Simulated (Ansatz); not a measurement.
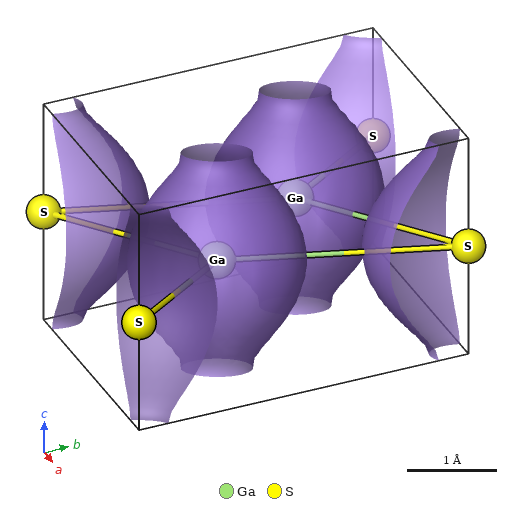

The picture shows: Ga$_{2}$S. Isosurface of the valence pseudo-density at 0.3 e/Å³ (purple), seen slightly off an axis. Sticks mark near contacts.

Space group P6/mmm; a structure generated by program, which may or may not match a known phase.

These are results of Ansatz 0.2.0, DFT PBE, scalar-relativistic, plane waves, PAW, not measurements.

Core electrons are frozen (PAW), and the valence fields are smoothed inside the atomic spheres.

What does this surface tell about the bonding?

Answer. At this value the density is joined into chains; it holds about 80 % of the electrons treated as valence (semicore included). It bridges the shortest Ga–Ga (2.53 Å) contacts, where the density stays above the isovalue. It is pinched off along the shortest Ga–S (2.92 Å) contacts. On the grid the lowest density along these lines, outside the cores, is 0.37 e/Å³ (Ga–Ga, 2.53 Å) and 0.18 e/Å³ (Ga–S, 2.92 Å).
